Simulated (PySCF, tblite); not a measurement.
# C20H17OS+: electronic excitations, NMR shifts, part 1 of 2

Wanted: electronic excitations, NMR shifts for C20H17OS+ (`CC(=O)c1cccc([S+](c2ccccc2)c2ccccc2)c1`).

Programs: tblite 0.8.0 and PySCF 2.14.0, with routines of our own; each step states its level. All values are computed. Atoms count from 0.

## 1. The system as given

39 atoms, charge 1, multiplicity 1; geometry from: force field, distance geometry or constructed start.

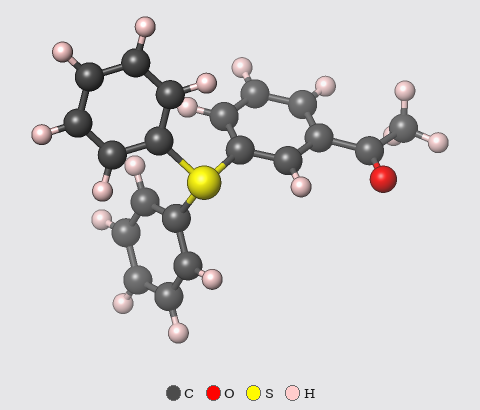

The starting geometry (carbon dark grey, oxygen red, sulfur yellow, hydrogen pink).

## 2. Relaxing the molecule with GFN2-xTB

Job settings and geometry (Å):

```
{"job": {"kind": "relax", "xc": "GFN2-xTB", "basis": "xTB"}, "charge": 1, "multiplicity": 1}
C      5.557900    -1.470900     0.215900
C      4.232200    -1.393200     0.937300
O      4.092200    -1.932600     2.042200
C      3.100400    -0.652800     0.306700
C      3.235400     0.012000    -0.902900
C      2.141200     0.686400    -1.456300
C      0.915400     0.696100    -0.792900
C      0.762300     0.034200     0.433700
S     -0.771700    -0.053700     1.390700
C     -1.631700    -1.168300     0.252100
C     -1.873400    -2.466700     0.719600
C     -2.518300    -3.413700    -0.078800
C     -2.929900    -3.070300    -1.359200
C     -2.690100    -1.786600    -1.849700
C     -2.048400    -0.835200    -1.044900
C     -1.539000     1.531000     0.996200
C     -0.787000     2.716100     1.044200
C     -1.386300     3.952600     0.809500
C     -2.753000     4.037100     0.564500
C     -3.520800     2.877500     0.572700
C     -2.924500     1.640300     0.805100
C      1.862900    -0.639800     0.973600
H      5.426300    -1.938000    -0.752500
H      5.979600    -0.474200     0.112400
H      6.250300    -2.079100     0.799100
H      4.170000     0.027200    -1.447500
H      2.247600     1.211200    -2.403100
H      0.090600     1.233000    -1.246500
H     -1.554100    -2.751700     1.720500
H     -2.692500    -4.413100     0.306900
H     -3.424100    -3.805100    -1.989900
H     -3.014700    -1.515000    -2.849800
H     -1.889900     0.152200    -1.455700
H      0.276100     2.684800     1.282900
H     -0.782800     4.862700     0.838400
H     -3.219900     5.003000     0.385800
H     -4.598200     2.935800     0.408200
H     -3.556000     0.757100     0.846900
H      1.760700    -1.169700     1.923100
```

Launch:

```
> OMP_NUM_THREADS=1 python large_run.py task.json out
```

The driver reads the jobs from task.json and runs them one after another.

Output:

```text
step      E/eV     max force
  0   -1587.05706    2.302
  1   -1587.15140    2.498
  2   -1587.22174    0.687
  3   -1587.24766    0.447
  4   -1587.25954    0.242
  5   -1587.26299    0.127
  6   -1587.26657    0.170
  7   -1587.26957    0.176
  8   -1587.27236    0.139
  9   -1587.27467    0.077
 10   -1587.27580    0.063
 11   -1587.27816    0.137
 12   -1587.27879    0.118
 13   -1587.27969    0.124
 14   -1587.28168    0.084
 15   -1587.28251    0.065
 16   -1587.28440    0.116
 17   -1587.28562    0.106
 18   -1587.28662    0.077
 19   -1587.28721    0.054
 20   -1587.28757    0.033
 21   -1587.28775    0.026
 22   -1587.28789    0.034
 23   -1587.28802    0.030
 24   -1587.28813    0.027
 25   -1587.28822    0.021
 26   -1587.28832    0.031
 27   -1587.28843    0.033
 28   -1587.28854    0.022
 29   -1587.28861    0.017
```

Wall time 1.3 s (1 thread of Arm Neoverse N1, shared host); peak memory 0.18 GiB.

Step by step:

| step | energy from step 0 (eV) | largest force (eV/Å) |
| --- | --- | --- |
| 0 | 0.0000 | 2.3021 |
| 1 | -0.0943 | 2.4977 |
| 2 | -0.1647 | 0.6864 |
| 3 | -0.1906 | 0.4474 |
| 4 | -0.2025 | 0.2415 |
| 5 | -0.2059 | 0.1274 |
| 6 | -0.2095 | 0.1700 |
| 7 | -0.2125 | 0.1758 |
| 8 | -0.2153 | 0.1387 |
| 9 | -0.2176 | 0.0765 |
| 11 | -0.2211 | 0.1372 |
| 12 | -0.2217 | 0.1177 |
| 14 | -0.2246 | 0.0831 |
| 15 | -0.2254 | 0.0656 |
| 17 | -0.2286 | 0.1058 |
| 18 | -0.2296 | 0.0778 |
| 20 | -0.2305 | 0.0336 |
| 21 | -0.2307 | 0.0255 |
| 23 | -0.2310 | 0.0300 |
| 25 | -0.2312 | 0.0206 |
| 26 | -0.2313 | 0.0309 |
| 27 | -0.2314 | 0.0329 |
| 28 | -0.2315 | 0.0225 |
| 29 | -0.2315 | 0.0175 |

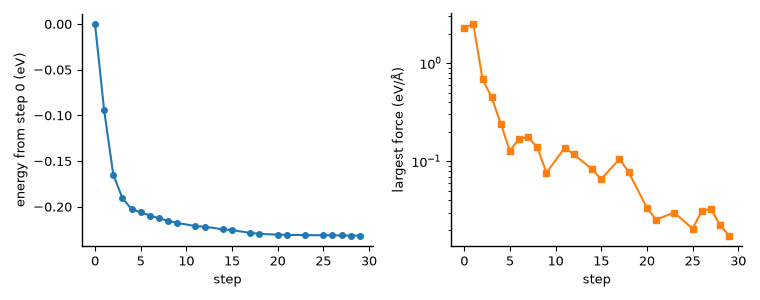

Energy and force, step by step.

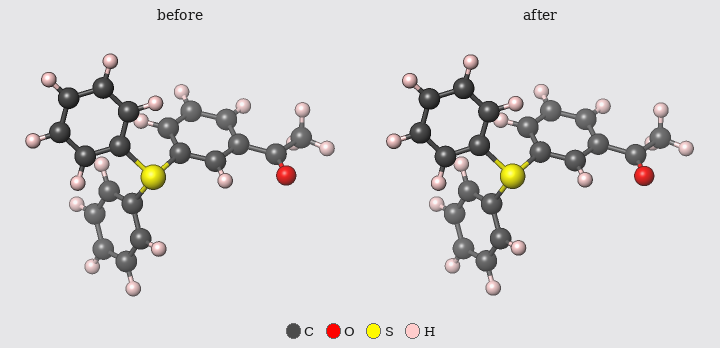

Before and after, at one scale.

Distances of close pairs at the start and the end, largest changes first:

```
   bond  before (Å)  after (Å)  change (Å)
  C1–O2       1.237      1.205      -0.032
 C7–C21       1.399      1.380      -0.019
C15–C16       1.404      1.386      -0.018
 C9–C14       1.402      1.385      -0.017
C13–C14       1.402      1.384      -0.017
C15–C20       1.403      1.386      -0.017
  C6–C7       1.402      1.386      -0.016
 C9–C10       1.401      1.386      -0.015
```

The next job starts from the end point, and lists it.

## 3. Electronic excitations: TDA PBE0/def2-SVP

Job settings and geometry (Å):

```
{"job": {"kind": "uv", "basis": "def2-SVP", "grid": 1, "kgrid": 0, "vcut": 1.5, "nstates": 6, "ntriplets": 2, "tda": true, "delta": [], "pop": true, "xc": "PBE0"}, "charge": 1, "multiplicity": 1}
C      5.515909    -1.468718     0.240736
C      4.207907    -1.406026     0.969020
O      4.016648    -1.928398     2.038455
C      3.093344    -0.646409     0.301948
C      3.219339     0.021601    -0.911873
C      2.140041     0.703493    -1.451043
C      0.918826     0.726704    -0.799219
C      0.798710     0.052650     0.405973
S     -0.762834    -0.044895     1.316901
C     -1.653529    -1.184735     0.230901
C     -1.870771    -2.457714     0.733306
C     -2.506649    -3.394563    -0.064281
C     -2.913936    -3.054114    -1.344122
C     -2.694701    -1.774095    -1.829251
C     -2.060418    -0.826981    -1.043742
C     -1.538170     1.547234     0.971019
C     -0.761138     2.694168     1.020019
C     -1.368283     3.921925     0.816358
C     -2.733378     3.996309     0.588749
C     -3.501643     2.843091     0.576311
C     -2.909197     1.607611     0.778369
C      1.865355    -0.624679     0.961356
H      5.380574    -1.916991    -0.741372
H      5.922587    -0.467261     0.114289
H      6.218439    -2.067293     0.814142
H      4.156685     0.019512    -1.443595
H      2.246459     1.223016    -2.390312
H      0.090995     1.272648    -1.223023
H     -1.548249    -2.709949     1.731313
H     -2.682250    -4.387458     0.317233
H     -3.405326    -3.785697    -1.965846
H     -3.016725    -1.505851    -2.822959
H     -1.904225     0.171004    -1.421377
H      0.299292     2.633222     1.210892
H     -0.770322     4.818799     0.841274
H     -3.200747     4.955452     0.431546
H     -4.566107     2.899263     0.413750
H     -3.506575     0.709032     0.782331
H      1.778909    -1.144453     1.904399
```

Level: TDA PBE0/def2-SVP, vertical, gas phase, core orbitals frozen in the response, virtual orbitals cut by energy.

Output:

```text
start: PBE on a coarse grid of 33066 points
cycle   1  E = -1242.9910640651  dE =  3.594e+00  |g| = 1.132e+00  |ddm| = 8.758e+00
cycle   2  E = -1238.6425883892  dE =  4.348e+00  |g| = 3.558e+00  |ddm| = 7.350e+00
cycle   3  E = -1243.0024561556  dE = -4.360e+00  |g| = 1.006e+00  |ddm| = 7.126e+00
cycle   4  E = -1243.2939396683  dE = -2.915e-01  |g| = 2.610e-01  |ddm| = 1.465e+00
cycle   5  E = -1243.2777962799  dE =  1.614e-02  |g| = 3.510e-01  |ddm| = 8.213e-01
cycle   6  E = -1243.3108128405  dE = -3.302e-02  |g| = 1.085e-01  |ddm| = 5.140e-01
cycle   7  E = -1243.3134583662  dE = -2.646e-03  |g| = 3.282e-02  |ddm| = 1.948e-01
cycle   8  E = -1243.3136775630  dE = -2.192e-04  |g| = 1.773e-02  |ddm| = 6.307e-02
cycle   9  E = -1243.3137567413  dE = -7.918e-05  |g| = 4.746e-03  |ddm| = 2.440e-02
final grid: 143230 points
cycle  10  E = -1243.6568901336  dE = -1.031e-02  |g| = 6.557e-02  |ddm| = 1.331e+00
cycle  11  E = -1243.6553024469  dE =  1.588e-03  |g| = 1.124e-01  |ddm| = 2.057e-01
cycle  12  E = -1243.6579070405  dE = -2.605e-03  |g| = 1.890e-02  |ddm| = 1.511e-01
cycle  13  E = -1243.6579856149  dE = -7.857e-05  |g| = 3.267e-03  |ddm| = 2.715e-02
cycle  14  E = -1243.6579863971  dE = -7.822e-07  |g| = 1.768e-03  |ddm| = 6.258e-03
cycle  15  E = -1243.6579888557  dE = -2.459e-06  |g| = 7.091e-04  |ddm| = 2.971e-03
cycle  16  E = -1243.6579882055  dE =  6.502e-07  |g| = 2.015e-04  |ddm| = 1.299e-03
cycle  17  E = -1243.6579865936  dE =  1.612e-06  |g| = 5.051e-05  |ddm| = 3.901e-04
converged SCF energy = -1243.6579865936

Static polarisability (au): isotropic 224.569, principal 166.064 237.531 270.114

Singlet excitations
state   eV       nm        f      main configurations
  1   3.5739    346.9   0.00003   H->L 0.64, H->L+1 0.23
  2   4.4376    279.4   0.00199   H->L+1 0.43, H->L 0.30, H->L+3 0.23
  3   4.9574    250.1   0.00778   H-1->L 0.45, H-3->L 0.21
  4   4.9793    249.0   0.00933   H->L+3 0.60, H->L+1 0.25
  5   5.0081    247.6   0.02951   H-2->L 0.58, H-1->L 0.17, H-3->L 0.11
  6   5.0686    244.6   0.02186   H-2->L 0.31, H-3->L 0.21, H-4->L 0.21

Triplet excitations (Tamm-Dancoff, eV): 3.0813 3.7045
```

It took 3.4 min on 1 thread of Arm Neoverse N1, shared host; peak memory 0.64 GiB.

Frontier orbitals and where they lie:

```
orbital      eV                         atoms
 HOMO−4  -11.26  C16 17 %, C19 16 %, C20 10 %
 HOMO−3  -11.18  C13 16 %, C10 14 %, C12 12 %
 HOMO−2  -11.08   C18 20 %, C15 19 %, C19 6 %
 HOMO−1  -10.96   C11 11 %, C14 10 %, C3 10 %
   HOMO  -10.21      O2 66 %, C0 11 %, C3 9 %
   LUMO   -5.22     C6 17 %, C4 14 %, S8 10 %
 LUMO+1   -4.75    S8 10 %, C21 10 %, C12 8 %
 LUMO+2   -4.48  C18 20 %, C15 19 %, C20 15 %
 LUMO+3   -4.40    C21 21 %, C7 12 %, S8 11 %
```

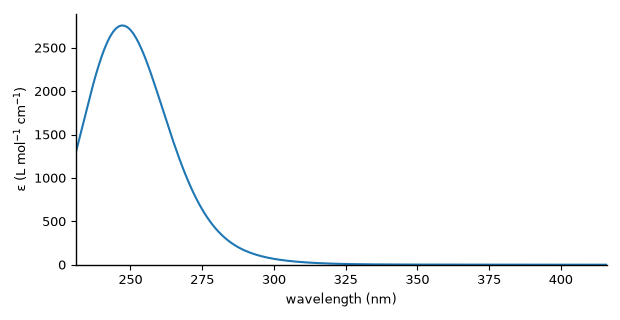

Absorption spectrum: each of the 6 states is a Gaussian band of 0.4 eV half-width at 1/e. Beyond the last state computed it falls off for lack of states.

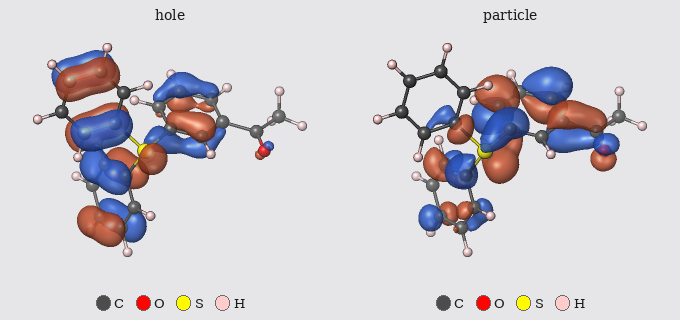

Leading natural transition orbitals of singlet state 5: the electron leaves the hole (left) for the particle orbital (right).

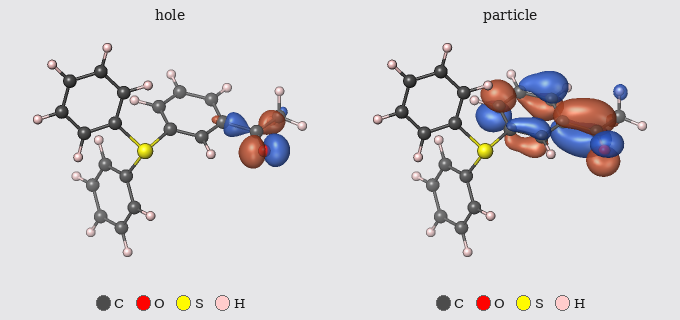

Leading natural transition orbitals of singlet state 1: the electron leaves the hole (left) for the particle orbital (right).

Further results of this job:

```csv
property,computed
polarisability (Å³),33.28
HOMO–LUMO gap (eV),4.99
−ε(HOMO) (eV),10.21
```

Orbitals, density, ELF and potential are computed afterwards from the orbital file.

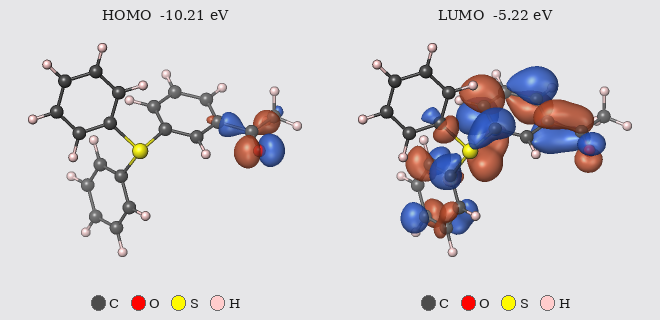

Frontier orbitals at PBE0/def2-SVP; each surface holds 70 % of the orbital's density, blue and red mark the sign.

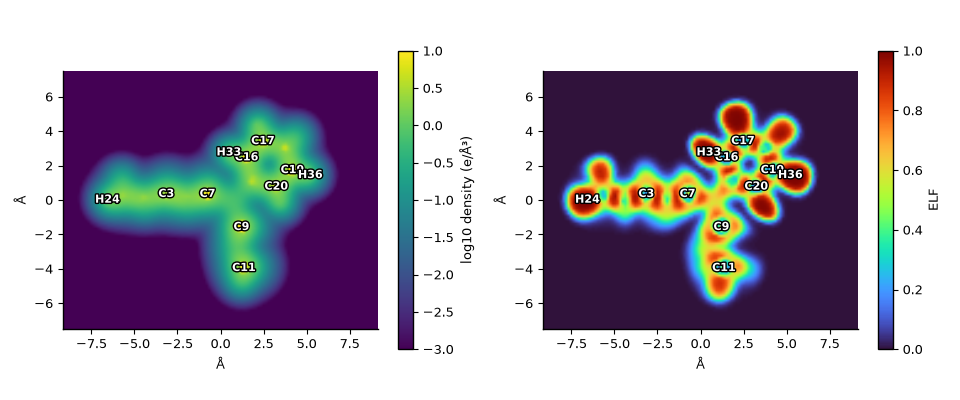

Density (left) and ELF (right) in a plane through or near 11 of the atoms.

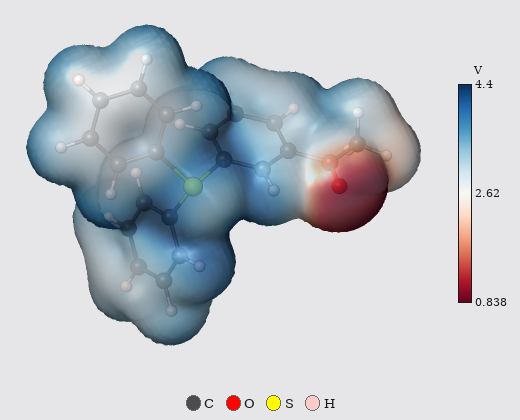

Electrostatic potential on the surface of density 0.002 e/bohr³; red is low, blue high. It runs, from the 1st to the 99th percentile, from 0.84 V near O2 to 4.40 V near H27.

(Continued in part 2 of 2.)
